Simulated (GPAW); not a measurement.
# Two attempts at B2NH3F (SMILES [BH]NBF)

Aim: energy and one-electron properties of B2NH3F at ULDA (PW92)/plane waves (scalar-relativistic datasets, plane-wave cutoff 450 eV).

The calculation is run with GPAW 26.7.0.

4 further runs of the same task are left out: 1 that didn't finish, 3 set aside as unsound or not needed. Runs told in other sessions of the task aren't counted.

## 1. The molecule

B2NH3F has 7 atoms, charge 0, and is taken as a doublet. As SMILES, `[BH]NBF`. Geometry: relaxed at GFN2-xTB. This is one conformer, not always the lowest.

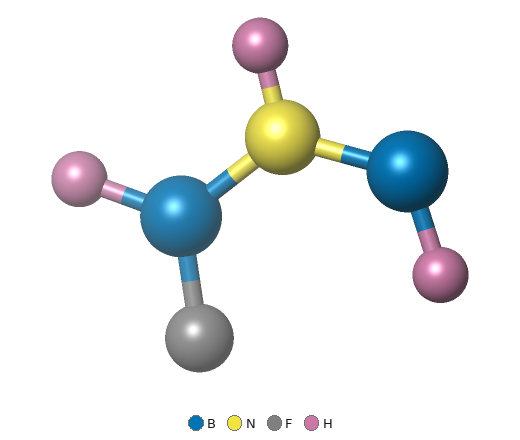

Viewed from a chosen angle; boron blue, nitrogen yellow, fluorine grey, hydrogen pink.

## 2. The input as first written

sp.py reads:

```python
import numpy as np
from ase import Atoms
from ase.units import Debye
from gpaw import GPAW, PW

# Geometry
atoms = Atoms("BNBFHHH",
    positions=[[ -1.137780,   1.094030,  -0.196930],
               [ -0.008560,   0.511760,   0.407880],
               [  0.642120,  -0.692980,   0.049970],
               [  0.184600,  -1.404630,  -0.966000],
               [ -1.671070,   0.604670,  -1.110210],
               [  0.406510,   0.990500,   1.197300],
               [  1.584190,  -1.103350,   0.618000]])
atoms.center(vacuum=4.5)
atoms.set_initial_magnetic_moments([0.25, 0.25, 0.25, 0.25, 0.0, 0.0, 0.0])

# GPAW settings
calc = GPAW(mode={"name": "pw", "ecut": 450},
            xc="LDA",
            occupations={"name": "fermi-dirac", "width": 0.02, "fixmagmom": True},
            nbands=8,
            maxiter=73,
            symmetry="off",
            txt="-")
atoms.calc = calc

energy = atoms.get_potential_energy()
print(f"Energy                  {energy:.5f} eV")
forces = atoms.get_forces()
print("Forces (eV/Ang)")
for symbol, f in zip(atoms.symbols, forces):
    print(f'{symbol:2} {f[0]:9.4f} {f[1]:9.4f} {f[2]:9.4f}')
dipole = atoms.get_dipole_moment() / Debye
print(f"Dipole: {np.linalg.norm(dipole):.3f} D")
```

Command:

```console
$ python sp.py > sp.log
```

Output:

```text
__  _  _
 | _ |_)|_||  |
 |__||  | ||/\| - 26.7.0

units:  Angstrom and eV
cores:  1
OpenMP: False

Versions:
  Python: 3.12.14
  ASE:    3.29.0
  Numpy:  2.5.5
  Scipy:  1.18.1
  Libxc:  7.0.0

        _gpaw.cpython-312-aarch64-linux-gnu.so

Input parameters:
  mode=PW(ecut=450),
  maxiter=73,
  nbands=8,
  occupations=Occupations(name='fermi-dirac', width=0.02, fixmagmom=True),
  symmetry=Symmetry(point_group=False, time_reversal=False),
  xc=XC(name='LDA')
ValueError: Too few bands!  Electrons: 21.0, bands: 8
```

It took 0.76 s on 1 thread of Arm Neoverse V1, shared host; peak memory 0.1 GiB.

## 3. Diagnosis

The program refused the input.

The log says `ValueError: Too few bands!  Electrons: 21.0, bands: 8`. What is wrong: too few bands are asked for. To mend it: number of bands at its default in place of 8.

## 4. The mended input

calc.py reads:

```python
import numpy as np
from ase import Atoms
from ase.units import Debye
from gpaw import GPAW, PW

atoms = Atoms('BNBFHHH',
    positions=[[ -1.137780,   1.094030,  -0.196930],
               [ -0.008560,   0.511760,   0.407880],
               [  0.642120,  -0.692980,   0.049970],
               [  0.184600,  -1.404630,  -0.966000],
               [ -1.671070,   0.604670,  -1.110210],
               [  0.406510,   0.990500,   1.197300],
               [  1.584190,  -1.103350,   0.618000]])
atoms.center(vacuum=4.5)
atoms.set_initial_magnetic_moments([0.25, 0.25, 0.25, 0.25, 0.0, 0.0, 0.0])

dft = GPAW(mode={'name': 'pw', 'ecut': 450},
           symmetry='off',
           occupations={'name': 'fermi-dirac', 'width': 0.02, 'fixmagmom': True},
           maxiter=100,
           xc='LDA',
           txt='-')
atoms.calc = dft

energy = atoms.get_potential_energy()
print(f'Energy                  {energy:.5f} eV')
forces = atoms.get_forces()
print('Forces (eV/Ang)')
for symbol, f in zip(atoms.symbols, forces):
    print(f'{symbol:2} {f[0]:9.4f} {f[1]:9.4f} {f[2]:9.4f}')
dipole = atoms.get_dipole_moment() / Debye
print(f'Dipole: {np.linalg.norm(dipole):.3f} D')
```

Command:

```console
$ python calc.py > calc.log
```

Output, cut to the lines that bear on the results:

```text
[...]
  mode=PW(ecut=450),
[...]
Number of symmetries: 1
[...]
  Number of IBZ points: 1
[...]
Cutoff: 450.00000000000006 eV
Spin-components: 2 (collinear spins)
Bands:           18
[...]
  Valence electrons: 21.0
[...]
  Grid points: [60 60 56]
  Charge: 0.0  # |e|
[...]
    cutoffs:
[...]
occupation numbers:
  Fixed magnetic moment: 1.000
[...]
xc functional:
  name: None
[...]
|iter     |     time |      energy | eigst |  dens |  magmom |
[...]
|iter:   1| 00:00:02 |  -40.422351 | +0.47 |       |  +0.9933|
[...]
|iter:  11| 00:00:19 |  -37.239093c| -7.77c| -4.36c|  +1.0000|
Converged in 11 steps
[...]
Energy contributions relative to reference atoms: (reference = -5531.448679)
Energy contributions:
  Kinetic:          34.146404
  Coulomb:         -34.535708
  Zero:              0.122928
  External:          0.000000
  Xc:              -36.972716
  Entropy:          -0.000000
  Spinorbit:         0.000000
  ----------------------------
  Free energy:     -37.239093
  Extrapolated:    -37.239093
dipole moment: (0.242438, 0.069611, 0.288601)  # |e|*Ang
Total magnetic moment: (0.000000, 0.000000, 1.000000)
Local magnetic moments
|        x |        y |         z |
|----------|----------|-----------|
| 0.000000 | 0.000000 |  0.173579 |  # B    0
| 0.000000 | 0.000000 |  0.000910 |  # N    1
| 0.000000 | 0.000000 |  0.008734 |  # B    2
| 0.000000 | 0.000000 | -0.002071 |  # F    3
| 0.000000 | 0.000000 |  0.017709 |  # H    4
| 0.000000 | 0.000000 |  0.009063 |  # H    5
| 0.000000 | 0.000000 |  0.000875 |  # H    6
Fermi levels: -3.720, -6.037
[...]
Gap: 1.845 eV
Transition (v -> c):
[...]
Forces (eV/Ang)
B     0.7898    0.0122    0.7653
N    -0.7411    0.2015   -0.4198
B    -0.4580   -0.2269   -0.6143
F    -0.1010    0.0635    0.0191
H    -0.5103   -0.3009   -0.7358
H     0.3062    0.4050    0.6238
H     0.5950   -0.1702    0.4290
Dipole: 1.841 D
```

Wall time 20 s (1 thread of Arm Neoverse V1, shared host); peak memory 0.6 GiB.

## 5. What came out

At ULDA (PW92)/plane waves (scalar-relativistic datasets, plane-wave cutoff 450 eV):

| quantity | value |
| --- | --- |
| energy as printed (from the program's reference atoms) | -37.2391 eV |
| dipole moment | 1.84 D |
| HOMO energy (shifted to the vacuum level, unlike the log) | -4.64 eV |
| LUMO energy (shifted to the vacuum level, unlike the log) | -2.80 eV |
| largest force on an atom | 1.100 eV/Å |

What this shows: The largest force is 1.10 eV/Å: the shape isn't a stationary point for this species at this level.
